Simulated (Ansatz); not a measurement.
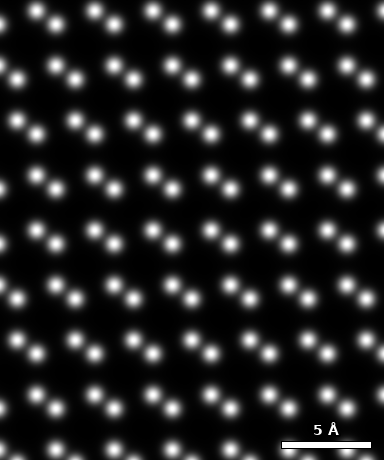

HAADF-like image of Si (Fd-3m, No. 227) along [110]. The image is simulated as a sum over atoms of Z^1.7, blurred by a 0.78 Å probe (no channelling). The probe carries 15 % of its weight in a tail 2.5 times as wide.

One planar defect was built into the perfect crystal by geometry alone, without relaxation. Host structure: the input geometry of an electronic-structure calculation (not necessarily at equilibrium).

Q: Find the planar defect and say what kind it is.

A planar fault (a stacking fault) runs horizontally about 12 Å below the top edge. The part above it is shifted along the boundary by 1/3 of the 3.33 Å repeat of the rows (1.1 Å to the right, the same as 2.2 Å to the left); both parts keep the same orientation.
